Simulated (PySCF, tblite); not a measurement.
# C₄H₆NSi radical: geometry, infrared bands and EPR parameters

Aim: predict the infrared bands and EPR parameters of C₄H₆NSi radical (`C#C[SiH2]CC=[N]`).

The runs use tblite 0.8.0 and PySCF 2.14.0, with density-fitted response routines of our own; the level of theory stands in each step. All values are computed, except where a source is named. Atoms count from 0, in the outputs and in this text.

## Step 1: The starting structure

12 atoms, charge 0, multiplicity 2; geometry from: force field or distance geometry start.

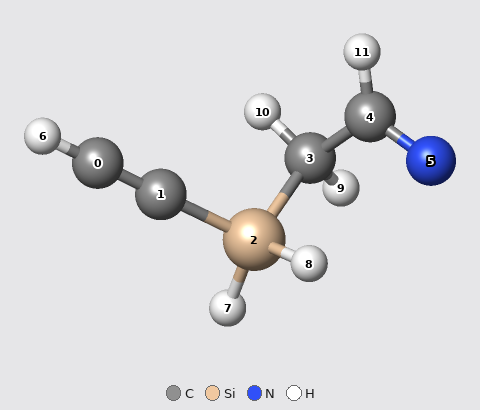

As it starts; carbon grey, silicon light orange, nitrogen blue, hydrogen white, atoms numbered.

## Step 2: Geometry optimisation with GFN2-xTB

What the job is given:

```
{"job": {"kind": "relax", "xc": "GFN2-xTB", "basis": "xTB"}, "charge": 0, "multiplicity": 2}
C      2.864400    -0.452800     0.292600
C      1.819000     0.003400    -0.152400
Si     0.266500     0.656100    -0.801800
C     -1.116500    -0.520000    -0.312600
C     -1.674200    -0.015800     1.008500
N     -2.295800     1.121900     0.991400
H      3.782200    -0.840900     0.677800
H      0.431100     0.721000    -2.254800
H     -0.043500     1.934000    -0.178700
H     -1.852400    -0.517400    -1.107900
H     -0.621600    -1.493800    -0.116600
H     -1.558100    -0.596500     1.928500
```

Run with:

```sh
> OMP_NUM_THREADS=1 python probes_run.py task.json out
```

One launch serves the whole session: the jobs run in the order shown.

**Question.** This job is followed by: GFN2-xTB harmonic vibrations, gas phase; UKS B3LYP, pcH-1 on C H N Si, non-relativistic, mean-field spin-orbit, GIAO. What will the session give for the following? strongest single infrared mode (GFN2-xTB); zero-point energy (GFN2-xTB); g(iso) (B3LYP); ⟨S²⟩; largest a(iso) (averaged by class); potential on the surface of density 0.002 e/bohr³, 1st and 99th percentile.

The runs gave:

| quantity | value |
| --- | --- |
| strongest single infrared mode (GFN2-xTB) | 2233 cm⁻¹, 320 km/mol |
| zero-point energy (GFN2-xTB) | 49.5 kcal/mol |
| g(iso) (B3LYP) | 2.00285 |
| ⟨S²⟩ | 0.758 (exact 0.75) |
| largest a(iso) (averaged by class) | 1H on H11, 253.5 MHz |
| potential on the surface of density 0.002 e/bohr³, 1st and 99th percentile | -1.71 V and 1.69 V |

Over 116 steps the energy fell by 0.517 eV; of the close pairs, C4–N5 changed most, 1.297 to 1.220 Å. No mode is imaginary among the 30: a minimum at this level. The strongest single mode, at 2233 cm⁻¹, moves mainly H7. GFN2-xTB is a fitted tight-binding method: band positions and strengths are rough. Its intensities can rank the bands wrongly. Most of the unpaired spin sits on N5 (0.94 e). The isotropic g lies 0.5 ppt above the free-electron value. These values are for one conformer; the search (at its own cheap level) found 2 more, at 0.01, 0.93 kcal/mol (those within 0.05 may be mirror or relabelled copies), and measured spectra average over such forms.
